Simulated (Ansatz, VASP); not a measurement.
# Mo: VASP beside Ansatz

Aim: how closely do two programs agree when they are given the same cell, functional and k mesh? The cell is taken from a series of VASP runs on this material, whose earlier steps may have relaxed, scaled or displaced it; both programs get it as it stands. Valence electrons are named where the data sets of a main pair hold unlike numbers.

Calculated with Ansatz 0.2.0; plane waves, with VASP 6.6.1 beside it; single point at r2SCAN with rVV10 and band structure at r2SCAN with rVV10, spin-orbit coupling.

### 1. Starting point

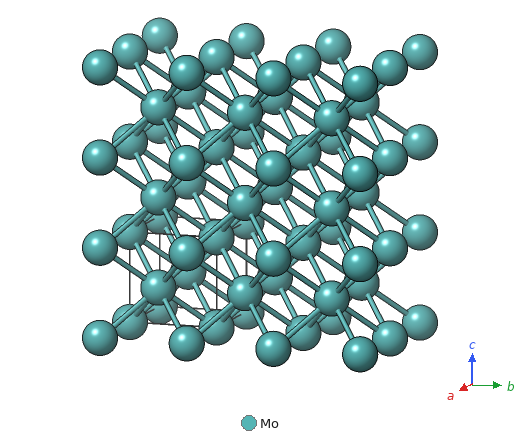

The starting structure, seen slightly off an axis (molybdenum teal). 2×3×3 cells are drawn. This picture shows the conventional cell, with its axes. Some periodic images of atoms are drawn too.

Coordinates:

```cif
data_structure
_symmetry_space_group_name_H-M 'Im-3m'
_symmetry_Int_Tables_number 229
_cell_length_a 3.1449
_cell_length_b 3.1449
_cell_length_c 3.1449
_cell_angle_alpha 90.000
_cell_angle_beta 90.000
_cell_angle_gamma 90.000
_cell_volume 31.10
loop_
_atom_site_label
_atom_site_type_symbol
_atom_site_symmetry_multiplicity
_atom_site_Wyckoff_symbol
_atom_site_fract_x
_atom_site_fract_y
_atom_site_fract_z
_atom_site_occupancy
Mo1 Mo 2 a 0.00000 0.00000 0.00000 1
```

### 2. VASP: single point, r2SCAN with rVV10

A single point gives forces, pressure and levels at one fixed geometry, so differences don't come from the geometry; what else differs is listed under the comparison.

Lines of VASP's logs that name or quote its potential files are left out, and so is its time.

Input file INCAR:

```
SYSTEM = Mo
PREC = Accurate
ENCUT = 400
EDIFF = 1E-06
NELM = 100
ISMEAR = 1
SIGMA = 0.2
LREAL = .FALSE.
ALGO = Normal
METAGGA = R2SCAN
LUSE_VDW = .TRUE.
IVDW_NL = 2
BPARAM = 11.95
CPARAM = 0.0093
LASPH = .TRUE.
NBANDS = 13
LORBIT = 11
LWAVE = .FALSE.
LCHARG = .TRUE.
ISIF = 2
LELF = .TRUE.
LVHAR = .TRUE.
```

Input file POSCAR:

```
Mo
1.0
   -1.5724553579      1.5724553579      1.5724553579
    1.5724553579     -1.5724553579      1.5724553579
    1.5724553579      1.5724553579     -1.5724553579
Mo
1
Direct
    0.0000000000      0.0000000000      0.0000000000
```

Input file KPOINTS:

```
Automatic mesh
0
Gamma
10 10 10
0 0 0
```

PAW data sets: Mo_sv (PBE family, release 64).

On the command line:

```bash
> mpirun -np 2 vasp_std
```

Numbers of over 12 decimals in the logs are rounded to 6 here.

Output:

```text
[banner, memory and clock lines left out]
running    2 mpi-ranks, on    1 nodes
 distrk:  each k-point on    2 cores,    1 groups
 distr:  one band on    1 cores,    2 groups

 POSCAR found type information on POSCAR Mo
 POSCAR found :  1 types and       1 ions
|                                                                             |
|               ----> ADVICE to this user running VASP <----                  |
|                                                                             |
|     You have switched on vdW-DFT.                                           |
|     This routine was written and supplied by Jiri Klimes. We recommend      |
|     that you carefully read and cite the following publications:            |
|       J. Klimes, D.R. Bowler, A. Michelides                                 |
|          J. Phys.: Cond Matt. 22 022201 (2010)                              |
|       J. Klimes, D.R. Bowler, A. Michelides                                 |
|          Phys. Rev. B. 83, 195131 (2011)                                    |
|     and references therein.                                                 |
|                                                                             |

|                                                                             |
|               ----> ADVICE to this user running VASP <----                  |
|                                                                             |
|     You enforced a specific xc type in the INCAR file but a different       |
|     [... a line on the potential file left out ...]
|     I HOPE YOU KNOW WHAT YOU ARE DOING!                                     |
|                                                                             |

 LDA part: xc-table for (None), standard interpolation
|                                                                             |
|           W    W    AA    RRRRR   N    N  II  N    N   GGGG   !!!           |
|           W    W   A  A   R    R  NN   N  II  NN   N  G    G  !!!           |
|           W    W  A    A  R    R  N N  N  II  N N  N  G       !!!           |
|           W WW W  AAAAAA  RRRRR   N  N N  II  N  N N  G  GGG   !            |
|           WW  WW  A    A  R   R   N   NN  II  N   NN  G    G                |
|           W    W  A    A  R    R  N    N  II  N    N   GGGG   !!!           |
|                                                                             |
|     The number of bands has been changed from the values supplied in        |
|     The orbitals not found in the WAVECAR file will be initialized with     |
|     random numbers, which is usually adequate. For correlated               |
|     calculations, however, you should redo the groundstate calculation.     |
|     I found NBANDS = 13. Now, NBANDS = 14.                                  |
|                                                                             |

 POSCAR, INCAR and KPOINTS ok, starting setup
 FFT: planning ... GRIDC
 FFT: planning ... GRID_SOFT
 FFT: planning ... GRID
 WAVECAR not read
 entering main loop
       N       E                     dE             d eps       ncg     rms          rms(c)
Total rVV10 correction in eV:      0.2493757    14.0030733
DAV:   1     0.547594849127E+02    0.54759E+02   -0.70688E+03  1362   0.872E+02
DAV:   2    -0.313414486354E+02   -0.86101E+02   -0.82825E+02  1550   0.266E+02
DAV:   3    -0.321941150430E+02   -0.85267E+00   -0.85184E+00  1508   0.263E+01
DAV:   4    -0.321959611832E+02   -0.18461E-02   -0.18461E-02  1532   0.150E+00
DAV:   5    -0.321959714089E+02   -0.10226E-04   -0.10224E-04  1478   0.986E-02    0.186E+01
Total rVV10 correction in eV:      0.2305346    14.0030734
DAV:   6    -0.258214383624E+02    0.63745E+01   -0.25319E+00  1352   0.191E+01    0.230E+00
Total rVV10 correction in eV:      0.2251255    14.0030734
DAV:   7    -0.258242724793E+02   -0.28341E-02   -0.58092E-02  1502   0.266E+00    0.115E+00
Total rVV10 correction in eV:      0.2213249    14.0030734
DAV:   8    -0.258339933065E+02   -0.97208E-02   -0.24707E-02  1364   0.165E+00    0.626E-01
Total rVV10 correction in eV:      0.2220965    14.0030734
DAV:   9    -0.258339432077E+02    0.50099E-04   -0.29615E-03  1340   0.643E-01    0.596E-02
Total rVV10 correction in eV:      0.2219532    14.0030734
DAV:  10    -0.258340918017E+02   -0.14859E-03   -0.25864E-04  1436   0.182E-01    0.649E-02
Total rVV10 correction in eV:      0.2221675    14.0030734
DAV:  11    -0.258340551874E+02    0.36614E-04   -0.35869E-05  1352   0.700E-02    0.790E-03
Total rVV10 correction in eV:      0.2221662    14.0030734
DAV:  12    -0.258340556675E+02   -0.48009E-06   -0.24824E-07   886   0.513E-03
Total rVV10 correction in eV:      0.2221626    14.0030734
Total rVV10 correction in eV:      0.2221626    14.0030734
   1 F= -.25834056E+02 E0= -.25833250E+02  d E =-.241784E-02
```

From OUTCAR (step 2):

```text
ion  position               nearest neighbor table
   1  0.000  0.000  0.000-

  LATTYP: Found a body centered cubic cell.
 ALAT       =     3.1449107158

 Subroutine GETGRP returns: Found 48 space group operations
 (whereof 48 operations were pure point group operations)

The static configuration has the point symmetry O_h .

 Found     47 irreducible k-points:

   k-points           NKPTS =     47   k-points in BZ     NKDIM =     47   number of bands    NBANDS=     14

   dimension x,y,z NGX =    18 NGY =   18 NGZ =   18
   dimension x,y,z NGXF=    36 NGYF=   36 NGZF=   36

   ENCUT  =  400.0 eV  29.40 Ry    5.42 a.u.   4.44  4.44  4.44*2*pi/ulx,y,z

   NELECT =      14.0000    total number of electrons

 k-points in reciprocal lattice and weights: Automatic mesh
   0.00000000  0.00000000  0.00000000       0.001
   0.10000000  0.00000000  0.00000000       0.012
   0.20000000  0.00000000  0.00000000       0.012
   0.30000000  0.00000000  0.00000000       0.012
   0.40000000  0.00000000  0.00000000       0.012
   0.50000000  0.00000000  0.00000000       0.006
   0.10000000  0.10000000  0.00000000       0.024
   0.20000000  0.10000000  0.00000000       0.048
   0.30000000  0.10000000  0.00000000       0.048
[...]
0.50000000  0.50000000  0.40000000       0.012
   0.50000000  0.50000000  0.50000000       0.001

 average (electrostatic) potential at core
       1 -74.2485

 E-fermi :  12.7553

 k-point     1 :       0.0000    0.0000    0.0000
  band No.  band energies     occupation
    ...
      4     -23.0278      2.00000
      5       4.9277      2.00000
      6      11.2041      2.00000
      7      11.2041      2.00000
      8      11.2041      2.00000
      9      14.5529     -0.00000
     10      14.5529     -0.00000
     11      28.1143      0.00000
     12      28.1143      0.00000
     13      28.1143      0.00000
    ...

 k-point     2 :       0.1000    0.0000    0.0000
  band No.  band energies     occupation
    ...
      4     -23.0283      2.00000
      5       5.3857      2.00000
      6      10.9457      2.00000
      7      11.1463      2.00000
      8      11.6393      2.00000
      9      14.2052     -0.00000
     10      14.5599     -0.00000
     11      28.4297      0.00000
     12      28.8931      0.00000
     13      28.9523      0.00000
    ...

 k-point     3 :       0.2000    0.0000    0.0000
  band No.  band energies     occupation
    ...
      3     -23.1984      2.00000
      4     -23.0312      2.00000
      5       6.5020      2.00000
      6      10.3321      2.00000
      7      10.9318      2.00000
      8      12.8823      0.12995
      9      13.8787     -0.00000
     10      14.6292     -0.00000
     11      28.5985      0.00000
     12      29.9621      0.00000
    ...

  Total       -0.0003641     -0.0003641     -0.0003641      0.0000000     -0.0000000      0.0000000
  in kB       -0.0375102     -0.0375102     -0.0375102      0.0000000     -0.0000000      0.0000000
  external PRESSURE =      -0.0375102 kB  Pullay stress =       0.0000000 kB

  energy-cutoff  :      400.00
  volume of cell :       15.55
      direct lattice vectors                 reciprocal lattice vectors
    -1.572455358  1.572455358  1.572455358     0.000000000  0.317974051  0.317974051
     1.572455358 -1.572455358  1.572455358     0.317974051  0.000000000  0.317974051
     1.572455358  1.572455358 -1.572455358     0.317974051  0.317974051  0.000000000

 POSITION                                       TOTAL-FORCE (eV/Angst)
 -----------------------------------------------------------------------------------
      0.00000      0.00000      0.00000        -0.000000     -0.000000      0.000000
 -----------------------------------------------------------------------------------
    total drift:                                0.000000     -0.000000      0.000000

  FREE ENERGIE OF THE ION-ELECTRON SYSTEM (eV)
  ---------------------------------------------------
  free  energy   TOTEN  =       -25.8340556675 eV

  energy  without entropy=      -25.8316378282  energy(sigma->0) =      -25.83324972

 total charge
# of ion       s       p       d       tot
------------------------------------------
    1        2.377   6.213   3.893  12.483

[... 3 further parts left out ...]
```

The k-mesh is coarse for a metal. The PAW data sets were made with PBE, which is usual practice but a small mismatch for other functionals.

### 3. Ansatz: single point, r2SCAN with rVV10

Ansatz runs on its default PAW (the set named soft_2) files.

The same cell, functional, mesh and smearing now go to Ansatz, which takes its cutoff from its data sets.

Input file input.yaml:

```yaml
crystal:
  lattice:
    - [-1.5724553579, 1.5724553579, 1.5724553579]
    - [1.5724553579, -1.5724553579, 1.5724553579]
    - [1.5724553579, 1.5724553579, -1.5724553579]
  atoms:
    - { symbol: Mo, position: [0.0, 0.0, 0.0] }
hamiltonian:
  xc: r2scan
  pseudopotentials: { kind: paw }
  dispersion: rvv10
kpoints:
  mp_grid: { grid: [10, 10, 10] }
scf:
  occupations: { method: methfessel_paxton, width: 0.2 }
  n_extra_bands: 4
output:
  forces: true
  stress: true
  eigenvalues: true
  write_density: true
  write_potential: true
  elf: true
  volumetric_format: npy
```

On the command line:

```bash
> ansatz run input.yaml --threads 2 --pin off --max-ram 4608MiB --backend cpu --events-out ev --progress --plain --runs-dir out
```

Output:

```text
scf.n_extra_bands = 4 over 7 filled bands (N_el = 14.0): the run solves 11 bands
Engine: ansatz 0.2.0, aarch64-unknown-linux-gnu
Pseudopotentials: kind: paw
Pseudopotential: Mo, paw, valence charge 14, recommended cutoff 500 eV (meta_gga), Mo.paw.azcp
Functional definition: r2SCAN+rVV10
  parameter k0 = 0.174
  parameter k1 = 0.065
  parameter a1 = 4.9479
  exchange = r2scan_x(k0 = k0, k1 = k1, a1 = a1)
  correlation = r2scan_c + rvv10(11.95, 0.0093)
Crystal: 1 atoms, lattice volume = 15.552 Å³
Basis set: ecut = 500 eV, 381 PW (Γ), exchange–correlation on 96×96×96 points (64 copies of the dense FFT grid, shifted against one another)
Bands: 11, of which v1, the nominal top of the filled ones, is band 7 counted from 1 (6 counted from 0)
Symmetry: 48 space group operations
Space group: Im-3m (ITA 229), of the structure as read, at distance tolerance 2.5e-5 Å
k-points: 47 of 1000
Non-local potential: Mo, projectors of the file, l = 0: 3, l = 1: 2, l = 2: 2, l = 3: 1
PAW form: soft (Blöchl's): semilocal exchange-correlation on the pseudo side does not see the compensation charge
rVV10 density: all electrons in the spheres
PAW frozen core: Mo, regenerated for the run's functional (the file was generated under x = pbe(κ = 0.804, μ = 0.219515), c = pbe(β = 0.066725))
PAW one-centre angular grid: Mo, 590 points (default); XC on 160 Gauss nodes
Initial density: superposition of atomic densities (neutral atoms: chi_scale 0, normalization atom), corrected by the library's trained network
Initial wavefunctions: pseudopotential atomic-orbital guess
Functional: x = r2scan, c = r2scan + rvv10(b = 11.95, C = 0.0093); τ floored in thin density (d = 2e-4 eV/Å³)
SCF iter   1: F=—  HF=-4966.129335 eV  |F-HF|=—  |Δ(HF+E_count)|=         —  Δρ=9.97e-3  dr2=1.24e-2  dr2_τ=1.94e-2  ethr=1.77e-3  ⟨swp⟩=5.0  Hψ=2995  notcnv=0
preconditioner: auto → none  [metal: Δε(μ)=0.007 eV  Ē_g=8.836 eV  σ=0.200 eV  W_gap=0.03  n_scr=0 (ndim 8)  ℏωp=23.1 eV  f_vac=0.000  D(μ)=1.18/eV (n_scr^D=12)]
SCF iter   2: F=—  HF=-4966.128295 eV  |F-HF|=—  |Δ(HF+E_count)|=   1.04e-3  S|Δr|=    0.00e0  Δρ=2.99e-3  dr2=2.35e-4  dr2_τ=5.13e-4  ethr=8.89e-5  ⟨swp⟩=2.6  Hψ=1205  notcnv=0
SCF iter   3: F=—  HF=-4966.128529 eV  |F-HF|=—  |Δ(HF+E_count)|=   2.34e-4  S|Δr|=    0.00e0  Δρ=1.43e-3  dr2=5.50e-5  dr2_τ=1.56e-5  ethr=1.68e-6  ⟨swp⟩=1.1  Hψ=546  notcnv=0
SCF iter   4: F=—  HF=-4966.128593 eV  |F-HF|=—  |Δ(HF+E_count)|=   6.33e-5  S|Δr|=    0.00e0  Δρ=5.88e-5  dr2=2.50e-7  dr2_τ=6.17e-8  ethr=3.93e-7  ⟨swp⟩=2.9  Hψ=841  notcnv=0
SCF iter   5: F=-4966.128593 eV  HF=-4966.128593 eV  |F-HF|=1.53e-9  |Δ(HF+E_count)|=   1.43e-8  S|Δr|=    0.00e0  Δρ=9.61e-6  dr2=7.96e-9  dr2_τ=2.04e-9  ethr=7.14e-10  ⟨swp⟩=9.1  Hψ=3456  notcnv=0
SCF 1 converged in 5 iterations: F = -4966.128593 eV  dr2 = 7.96e-9
  greatest PAW one-centre occupation: 0.997 electrons in one spin orbital (limit 2), on the Mo atom at site 0 (counted from 0), in its partial waves of l = 0
SCF converged after 5 iterations
Stability not checked: this state was not tested for a lower state beside it, because cold or Methfessel-Paxton smearing, or corrected tetrahedra, fill the levels in a way that the test cannot read (fill_not_monotonic; see scf.lower_state_search)
Free energy (F): -4966.128593 eV
Harris-Foulkes:  -4966.128593 eV  (|F-HF|=1.53e-9)
Internal energy: -4966.126189 eV  (E = F + TS)
E sigma→0 (E₀):  -4966.127992 eV
Entropy (-TS):   -0.002403 eV (-2.403 meV/atom)
Fermi energy:    21.295580 eV
--- Per-component energies (eV) ---
  E_band       = -65.797081
  E_kinetic    = 440.114183
  E_local      = -777.451201  (includes V_loc(G=0)·N_el)
  E_nonlocal   = 142.174351
  E_hartree    = 256.568930
  E_xc         = -177.191952
  E_vxc        = -256.350949  (∫ρ·V_xc dr)
  E_paw        = -3217.144545  (= ΣΔE_a)
  E_vpaw       = -144.428447  (= ΣTr[D̂ρ^β])
  E_aug_tail   = 0.000002  (compensation charges beyond the density's cutoff)
  E_vtau       = 17.004646  (kinetic-family band-sum trace: ∫τ·v_τ [+ j·A + Jᵃ·Aᵃ] dr)
  E_ewald      = -1632.974755
  E_core_change = -0.221204  (= ΣΔE_core)
  E_smearing   = -0.002403  (= −TS)
  E_closure    = 0.000000  (closes the sum)
  Σ components = -4966.128593   (vs F -4966.128593, Δ=0.00e0)
--- Forces (eV/Å), atoms counted from 1 ---
  atom   1  Mo    -0.00000000     0.00000000     0.00000000
  max |Σ_I F_I| component: 7.19e-32 eV/Å
--- Stress (GPa, compression-positive) ---
       -0.667394      -0.000000       0.000000
        0.000000      -0.667394       0.000000
        0.000000       0.000000      -0.667394
  P = ⅓ Tr σ = -0.6674 GPa (-6.674 kbar)
--- Band table (eV; the first three rows and the last of 47) ---
  k-point 0: bands = [... 3 lower, -14.4984, 13.4917, 19.7464, 19.7464, 19.7464, 23.0893, 23.0893, 36.4784]
  k-point 1: bands = [... 3 lower, -14.4996, 13.9484, 19.4890, 19.6893, 20.1804, 22.7429, 23.0960, 36.7905]
  k-point 2: bands = [... 3 lower, -14.5027, 15.0621, 18.8782, 19.4773, 21.4210, 22.4166, 23.1656, 36.9738]
  k-point 46: bands = [... 3 lower, -15.5433, 15.4853, 15.4853, 25.3486, 25.3486, 25.3486, 30.6650, 30.6650]
```

Wall time 2.6 s (2 threads of Arm Neoverse N1, shared host); peak memory 0.31 GiB.

The run ends at a pressure of -0.67 GPa.

### 4. Comparison

Known differences besides the potentials themselves: VASP keeps PBE cores, Ansatz makes them for the functional; the cutoff is 500 eV in Ansatz and 400 eV in VASP. Total energies have different zeros and are not compared.

The two programs side by side:

```
                                        quantity  Ansatz  VASP  difference
                                  pressure (GPa)   -0.67  0.00       -0.66
pressure without Ansatz's Pulay correction (GPa)   -0.75  0.00       -0.74
```

Ansatz's pressure holds a Pulay correction of 0.08 GPa; VASP's holds none.

### 5. Ansatz: band structure, r2SCAN with rVV10, spin-orbit coupling

With cell and atoms fixed, the geometry can't cause a difference; cores, projectors, grids and the points listed under the comparison can.

The cell is taken from a series of VASP runs on this material, whose earlier steps may have relaxed, scaled or displaced it; both programs get it as it stands.

Input file input.yaml:

```yaml
crystal:
  lattice:
    - [-1.5724553579, 1.5724553579, 1.5724553579]
    - [1.5724553579, -1.5724553579, 1.5724553579]
    - [1.5724553579, 1.5724553579, -1.5724553579]
  atoms:
    - { symbol: Mo, position: [0.0, 0.0, 0.0] }
hamiltonian:
  xc: r2scan
  pseudopotentials: { kind: paw_fr }
  dispersion: rvv10
magnetization:
  noncollinear: true
  spin_orbit: true
kpoints:
  mp_grid: { grid: [8, 8, 8] }
  band_path:
    path:
      - [0.0, 0.0, 0.0]
      - [0.1, -0.1, 0.1]
      - [0.2, -0.2, 0.2]
      - [0.3, -0.3, 0.3]
      - [0.43333, -0.43333, 0.43333]
      - [0.5, -0.5, 0.5]
      - [0.4, -0.4, 0.5]
      - [0.3, -0.3, 0.5]
      - [0.16667, -0.16667, 0.5]
      - [0.06667, -0.06667, 0.5]
      - [0.0, 0.0, 0.5]
      - [0.0, 0.0, 0.36667]
      - [0.0, 0.0, 0.26667]
      - [0.0, 0.0, 0.16667]
      - [0.0, 0.0, 0.06667]
      - [0.01667, 0.01667, 0.01667]
      - [0.06667, 0.06667, 0.06667]
      - [0.11667, 0.11667, 0.11667]
      - [0.16667, 0.16667, 0.16667]
      - [0.23333, 0.23333, 0.23333]
      - [0.26667, 0.2, 0.26667]
      - [0.31667, 0.05, 0.31667]
      - [0.38333, -0.15, 0.38333]
      - [0.43333, -0.3, 0.43333]
      - [0.48333, -0.45, 0.48333]
      - [0.23333, 0.23333, 0.26667]
      - [0.16667, 0.16667, 0.33333]
      - [0.11667, 0.11667, 0.38333]
      - [0.06667, 0.06667, 0.43333]
      - [0.0, 0.0, 0.5]
    npoints: 1
scf:
  occupations: { method: methfessel_paxton, width: 0.2 }
  n_extra_bands: 12
output:
  forces: true
  stress: true
  eigenvalues: true
```

Output:

```text
[...]
non-collinear run that drives no moment, with spin-orbit: no starting moment large enough to seed its density (crystal.atoms[].spin), no starting occupations that ask for one, no magnetisation constraint and no magnetic field, so the semilocal B_xc is pinned to zero
Crystal: 1 atoms, lattice volume = 15.552 Å³
[...]
k-point 1: bands = [... 10 lower, 19.3316, 19.3316, 19.6237, 19.6237, 20.4052, 20.4052, 22.6084, 22.6084, ... 8 higher]
  k-point 2: bands = [... 10 lower, 18.5173, 18.5173, 19.4975, 19.4975, 22.2572, 22.2572, 22.4764, 22.4764, ... 8 higher]
  k-point 28: bands = [... 10 lower, 15.4792, 15.4792, 25.2545, 25.2545, 25.2545, 25.2545, 25.4594, 25.4594, ... 8 higher]
[key lines of the parts left out:]
SCF converged after 8 iterations
Magnetization: |M| = 0.0000 μB,  M = (+0.0000, +0.0000, +0.0000) μB
Free energy (F): -4960.399210 eV
Fermi energy:    21.050422 eV
P = ⅓ Tr σ = 0.7963 GPa (7.963 kbar)
```

Wall time 12 s (2 threads); peak memory 0.39 GiB.

[end of part 1 of 2]

[Lines on the potential files, build, host, timing and source positions are cut from VASP's logs without a mark.]

[Logs are printed without paths, hosts, clocks, repeated set-up lines and the standing remarks that a program may print on its own settings, such as how far it seeks lower states.]

[Hosts, paths, dates, database ids (printed as entryN), source tags and the programs' standing remarks are cut or masked in the printed files.]
